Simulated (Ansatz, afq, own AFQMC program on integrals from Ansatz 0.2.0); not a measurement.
# AlSiH₄ (doublet): quantum Monte Carlo beside coupled cluster at distance Si1–Al2 = 3.058 Å, 6-31G

Aim: compute AlSiH₄ (doublet) with auxiliary-field quantum Monte Carlo on the same integrals as coupled cluster, and set the energies side by side.

Computed with Ansatz 0.2.0, Gaussian basis, and an in-house AFQMC program (afq) on its integrals; all values are calculated. Level: 6-31G, frozen cores.

The runs, in order: PBE (unrestricted); r2SCAN (unrestricted); PBE0 (unrestricted); B3LYP (unrestricted); wB97M-V (unrestricted); B2PLYP (unrestricted); CCSD(T) on UHF; CCSDT(Q) on UHF; Phaseless AFQMC, CISD trial on UHF; Phaseless AFQMC, single-determinant trial on UHF.

7 further runs of the same task are left out: 7 that didn't finish.

### Step 1. The system

The geometry derives from a PBE0/def2-TZVP stationary point (not a proven minimum). One bond is set to the value named and the two fragments are kept rigid.

6 atoms, charge 0, spin multiplicity 2.

Atoms are counted from 1 here; the program's logs count them from 0.

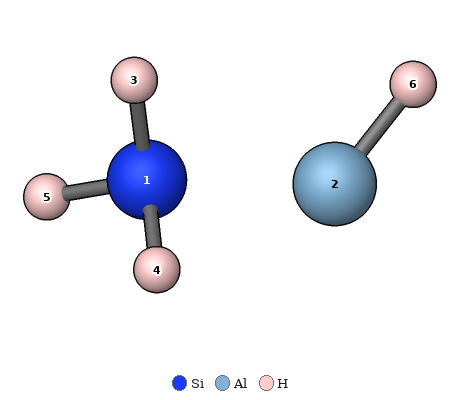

The structure; silicon blue, aluminium light blue, hydrogen pink; atoms are numbered from 1 in the order of the file.

### Step 2. PBE (unrestricted)

Contents of in.yaml:

```yaml
crystal:
  periodic: [false, false, false]
  atoms:
    - {symbol: Si, position_ang: [0.000000, 0.066038, 1.433170]}
    - {symbol: Al, position_ang: [0.000000, -0.119801, -1.619178]}
    - {symbol: H, position_ang: [0.000000, 1.447164, 1.998035]}
    - {symbol: H, position_ang: [1.198904, -0.642116, 1.968785]}
    - {symbol: H, position_ang: [-1.198904, -0.642116, 1.968785]}
    - {symbol: H, position_ang: [0.000000, 1.203904, -2.526060]}
basis:
  gaussian: {orbitals: 6-31G}
magnetization: {spin_polarized: true, initial_magnetization: 1}
hamiltonian: {xc: {name: PBE}}
output: {orbitals: {seedname: orbitals}}
```

Command:

```sh
> ansatz run in.yaml --threads 1 --pin off --events-out ev --progress --plain --max-ram 1382MiB
```

Standard output:

```text
Functional definition: PBE
  name "PBE"
  cite "Perdew, Burke & Ernzerhof, Phys. Rev. Lett. 77, 3865 (1996) doi:10.1103/PhysRevLett.77.3865"
  parent pbe
  parameter kappa = 0.804
  parameter beta = 0.06672455060314922
  exchange = pbe_x(kappa = kappa, mu = beta*pi^2/3)
  correlation = pbe_c(beta = beta)
406 factors; integrals over basis functions are off by at most 1.8e-4 eV
mean field evaluation 1: about -14526.1032 eV, gradient 1.1e1 eV
mean field evaluation 2: about -14524.8096 eV, gradient 1.4e1 eV
mean field evaluation 4: about -14527.4518 eV, gradient 9.0e-1 eV
mean field evaluation 8: about -14527.4534 eV, gradient 1.9e-2 eV
mean field evaluation 16: about -14527.4534 eV, gradient 1.2e-5 eV
mean field -14527.45342934 eV, -533.8740664668 hartree, gradient 1.2e-5 eV, S^2 0.752279; 3 other end points of the search recorded, 0 dependent functions left out
reference -14527.45347290 eV, -533.8740680675 hartree; 16, 15 occupied and 18, 19 virtual orbitals, 406 factors
Total energy: -14527.45347290 eV, -533.8740680675 hartree
```

Wall time 8.6 s (1 thread of Intel Xeon at 2.50GHz (Skylake/Cascade Lake), shared host).

From the report: ⟨S²⟩ of the determinant 0.752 (pure doublet: 0.75).

### Step 3. r2SCAN (unrestricted)

in.yaml: that of step 2 with these lines changed.

```diff
@@ -12,3 +12,2 @@
 magnetization: {spin_polarized: true, initial_magnetization: 1}
-hamiltonian: {xc: {name: PBE}}
-output: {orbitals: {seedname: orbitals}}
+hamiltonian: {xc: {name: r2SCAN}}
```

The command is unchanged.

Standard output:

```text
Functional definition: r2SCAN
  name "r2SCAN"
  cite "Furness, Kaplan, Ning, Perdew & Sun, J. Phys. Chem. Lett. 11, 8208 (2020) doi:10.1021/acs.jpclett.0c02405"
  cite "Furness, Kaplan, Ning, Perdew & Sun, J. Phys. Chem. Lett. 11, 9248 (2020) doi:10.1021/acs.jpclett.0c03077"
  parent r2scan
  parameter k0 = 0.174
  parameter k1 = 0.065
  parameter a1 = 4.9479
  exchange = r2scan_x(k0 = k0, k1 = k1, a1 = a1)
  correlation = r2scan_c
406 factors; integrals over basis functions are off by at most 1.8e-4 eV
mean field evaluation 1: about -14532.8571 eV, gradient 9.0e0 eV
mean field evaluation 2: about -14532.3373 eV, gradient 1.1e1 eV
mean field evaluation 4: about -14533.8739 eV, gradient 5.4e-1 eV
mean field evaluation 8: about -14533.8683 eV, gradient 1.9e-2 eV
mean field evaluation 16: about -14533.8683 eV, gradient 2.7e-5 eV
mean field -14533.86827791 eV, -534.1098078036 hartree, gradient 2.7e-5 eV, S^2 0.755985; 0 other end points of the search recorded, 0 dependent functions left out
reference -14533.86829435 eV, -534.1098084076 hartree; 16, 15 occupied and 18, 19 virtual orbitals, 406 factors
Total energy: -14533.86829435 eV, -534.1098084076 hartree
```

Run time: 9.6 s. Hardware: 1 thread of Intel Xeon at 2.50GHz (Skylake/Cascade Lake), shared host.

From the report: ⟨S²⟩ of the determinant 0.756 (pure doublet: 0.75).

### Step 4. PBE0 (unrestricted)

in.yaml: that of step 3 with these lines changed.

```diff
@@ -12,2 +12,3 @@
 magnetization: {spin_polarized: true, initial_magnetization: 1}
-hamiltonian: {xc: {name: r2SCAN}}
+hamiltonian: {xc: {name: PBE0}}
+output: {orbitals: {seedname: orbitals}}
```

The command is unchanged.

Standard output:

```text
Functional definition: PBE0
  name "PBE0"
  cite "Adamo & Barone, J. Chem. Phys. 110, 6158 (1999) doi:10.1063/1.478522"
  cite "Perdew, Burke & Ernzerhof, Phys. Rev. Lett. 77, 3865 (1996) doi:10.1103/PhysRevLett.77.3865"
  parent pbe
  parameter a = 0.25
  parameter kappa = 0.804
  parameter beta = 0.06672455060314922
  exchange = (1 - a)*pbe_x(kappa = kappa, mu = beta*pi^2/3) + a*exact_x
  correlation = pbe_c(beta = beta)
406 factors; integrals over basis functions are off by at most 1.8e-4 eV
mean field evaluation 1: about -14528.0082 eV, gradient 7.5e0 eV
mean field evaluation 2: about -14528.2443 eV, gradient 6.6e0 eV
mean field evaluation 4: about -14528.7834 eV, gradient 3.0e-1 eV
mean field evaluation 8: about -14528.8420 eV, gradient 1.8e-2 eV
mean field evaluation 16: about -14528.8420 eV, gradient 5.9e-5 eV
mean field -14528.84198933 eV, -533.9250951052 hartree, gradient 5.9e-5 eV, S^2 0.756517; 0 other end points of the search recorded, 0 dependent functions left out
reference -14528.84202180 eV, -533.9250962984 hartree; 16, 15 occupied and 18, 19 virtual orbitals, 406 factors
Total energy: -14528.84202180 eV, -533.9250962984 hartree
```

Run time: 6.5 s. Hardware: 1 thread of Intel Xeon at 2.50GHz (Skylake/Cascade Lake), shared host.

From the report: ⟨S²⟩ of the determinant 0.757 (pure doublet: 0.75).

### Step 5. B3LYP (unrestricted)

in.yaml: that of step 4 with these lines changed.

```diff
@@ -12,3 +12,2 @@
 magnetization: {spin_polarized: true, initial_magnetization: 1}
-hamiltonian: {xc: {name: PBE0}}
-output: {orbitals: {seedname: orbitals}}
+hamiltonian: {xc: {name: B3LYP}}
```

Same command.

Standard output, cut to the lines that bear on the results:

```text
Functional definition: B3LYP
  name "B3LYP"
  cite "Stephens, Devlin, Chabalowski & Frisch, J. Phys. Chem. 98, 11623 (1994) doi:10.1021/j100096a001"
  cite "Becke, Phys. Rev. A 38, 3098 (1988) doi:10.1103/PhysRevA.38.3098"
  cite "Lee, Yang & Parr, Phys. Rev. B 37, 785 (1988) doi:10.1103/PhysRevB.37.785"
  cite "Vosko, Wilk & Nusair, Can. J. Phys. 58, 1200 (1980) doi:10.1139/p80-159"
[...]
406 factors; integrals over basis functions are off by at most 1.8e-4 eV
[...]
mean field -14536.71618182 eV, -534.2144663417 hartree, gradient 4.6e-5 eV, S^2 0.755927; 0 other end points of the search recorded, 0 dependent functions left out
reference -14536.71643217 eV, -534.2144755421 hartree; 16, 15 occupied and 18, 19 virtual orbitals, 406 factors
Total energy: -14536.71643217 eV, -534.2144755421 hartree
```

Wall time 7.5 s (1 thread of Intel Xeon at 2.50GHz (Skylake/Cascade Lake), shared host).

From the report: ⟨S²⟩ of the determinant 0.756 (pure doublet: 0.75).

### Step 6. wB97M-V (unrestricted)

in.yaml: that of step 5 with these lines changed.

```diff
@@ -12,2 +12,3 @@
 magnetization: {spin_polarized: true, initial_magnetization: 1}
-hamiltonian: {xc: {name: B3LYP}}
+hamiltonian: {xc: {name: wB97M-V}}
+output: {orbitals: {seedname: orbitals}}
```

Same command.

Standard output, cut to the lines that bear on the results:

```text
Functional definition: wB97M-V
  name "wB97M-V"
  cite "Mardirossian & Head-Gordon, J. Chem. Phys. 144, 214110 (2016) doi:10.1063/1.4952647"
  cite "Becke, J. Chem. Phys. 107, 8554 (1997) doi:10.1063/1.475007"
  cite "Vydrov & Van Voorhis, J. Chem. Phys. 133, 244103 (2010) doi:10.1063/1.3521275"
  # Of w^i u^j: cxij and so on, Table III.
[...]
  gx(w, u) = 1 - cx + cx01*u + cx10*w
  gss(w, u) = css00 + css04*u^4 + css10*w + css20*w^2 + css43*w^4*u^3
  gos(w, u) = cos00 + cos10*w + (cos20 + cos21*u)*w^2 + (cos60 + cos61*u)*w^6
[...]
      + integral(e_c_pw_mod_opposite_spin*gos(b97_w_opposite, b97_u_opposite)) + vv10(b, c)
406 factors; integrals over basis functions are off by at most 1.8e-4 eV
185 factors; integrals over basis functions are off by at most 4.2e-6 eV
[...]
mean field -14533.81001299 eV, -534.1076666071 hartree, gradient 4.8e-5 eV, S^2 0.757586; 0 other end points of the search recorded, 0 dependent functions left out
reference -14533.81006223 eV, -534.1076684167 hartree; 16, 15 occupied and 18, 19 virtual orbitals, 406 factors
Total energy: -14533.81006223 eV, -534.1076684167 hartree
```

Run time: 22 s. Hardware: 1 thread of Intel Xeon at 2.50GHz (Skylake/Cascade Lake), shared host.

From the report: ⟨S²⟩ of the determinant 0.758 (pure doublet: 0.75).

### Step 7. B2PLYP (unrestricted)

in.yaml: that of step 6 with these lines changed.

```diff
@@ -12,3 +12,3 @@
 magnetization: {spin_polarized: true, initial_magnetization: 1}
-hamiltonian: {xc: {name: wB97M-V}}
-output: {orbitals: {seedname: orbitals}}
+hamiltonian: {xc: {name: B2PLYP}}
+correlation: {electrons: outside_noble_gas}
```

Launched as before.

Standard output, cut to the lines that bear on the results:

```text
Functional definition: B2PLYP
  name "B2PLYP"
  cite "Grimme, J. Chem. Phys. 124, 034108 (2006) doi:10.1063/1.2148954"
  cite "Becke, Phys. Rev. A 38, 3098 (1988) doi:10.1103/PhysRevA.38.3098"
  cite "Lee, Yang & Parr, Phys. Rev. B 37, 785 (1988) doi:10.1103/PhysRevB.37.785"
[...]
406 factors; integrals over basis functions are off by at most 1.8e-4 eV
[...]
mean field -14526.73658642 eV, -533.8477229753 hartree, gradient 2.0e-6 eV, S^2 0.767573; 0 other end points of the search recorded, 0 dependent functions left out
10 core orbitals not correlated: weight in the atoms' cores, before any rotation towards them, 1.000 or more for the frozen orbitals, at most 0.000 for the correlated occupied ones
reference -14526.73674415 eV, -533.8477287716 hartree; 6, 5 occupied and 18, 19 virtual orbitals, 406 factors
second order -2.95564300 eV of doubles, -0.00000000 eV of singles
Total energy: -14527.53476776 eV, -533.8770555984 hartree
```

Wall time 7.1 s (1 thread of Intel Xeon at 2.50GHz (Skylake/Cascade Lake), shared host).

From the report: ⟨S²⟩ of the determinant 0.768 (pure doublet: 0.75).

### Step 8. CCSD(T) on UHF

in.yaml: that of step 7 with these lines changed.

```diff
@@ -12,3 +12,2 @@
 magnetization: {spin_polarized: true, initial_magnetization: 1}
-hamiltonian: {xc: {name: B2PLYP}}
-correlation: {electrons: outside_noble_gas}
+correlation: {method: ccsd_t, electrons: outside_noble_gas, hamiltonian_folder: ham}
```

The command is unchanged.

Standard output, cut to the lines that bear on the results:

```text
Functional definition: HF
  name "HF"
  cite "Fock, Z. Phys. 61, 126 (1930) doi:10.1007/BF01340294"
  parent pbe
[...]
406 factors; integrals over basis functions are off by at most 1.8e-4 eV
[...]
mean field -14504.07544106 eV, -533.0149412433 hartree, gradient 3.3e-6 eV, S^2 0.798762; 5 other end points of the search recorded, 0 dependent functions left out
determinant -14504.07544106 eV, -533.0149412433 hartree, with singles and doubles -14507.26026325 eV, -533.1319813003 hartree
determinant -14502.69282274 eV, -532.9641309573 hartree, with singles and doubles -14505.77445931 eV, -533.0773790125 hartree
determinant -14501.35192894 eV, -532.9148540191 hartree, with singles and doubles -14504.71562687 eV, -533.0384676381 hartree
determinant -14501.07910958 eV, -532.9048280924 hartree, with singles and doubles -14504.29268032 eV, -533.0229246392 hartree
10 core orbitals not correlated: weight in the atoms' cores, before any rotation towards them, 1.000 or more for the frozen orbitals, at most 0.000 for the correlated occupied ones
reference -14504.07544106 eV, -533.0149412433 hartree; 6, 5 occupied and 18, 19 virtual orbitals, 406 factors
second order -2.23459452 eV of doubles, -0.00000000 eV of singles
cycle   1  -3.18489261 eV  change   -7.0e-5 eV  update   9.9e-4
[...]
cycle   9  -3.18506631 eV  change    3.8e-6 eV  update   2.0e-6
perturbative correction -0.05602887 eV, -0.0020590229 hartree
Total energy: -14507.31653623 eV, -533.1340492942 hartree
```

It took 10 s on 1 thread of Intel Xeon at 2.50GHz (Skylake/Cascade Lake), shared host.

From the report: ⟨S²⟩ of the determinant 0.799 (pure doublet: 0.75); correlation -3.2411 eV; T1 0.021; largest double amplitude 0.06.

This run also writes the integrals to the folder ham.

(Part 1 of 2 ends here.)
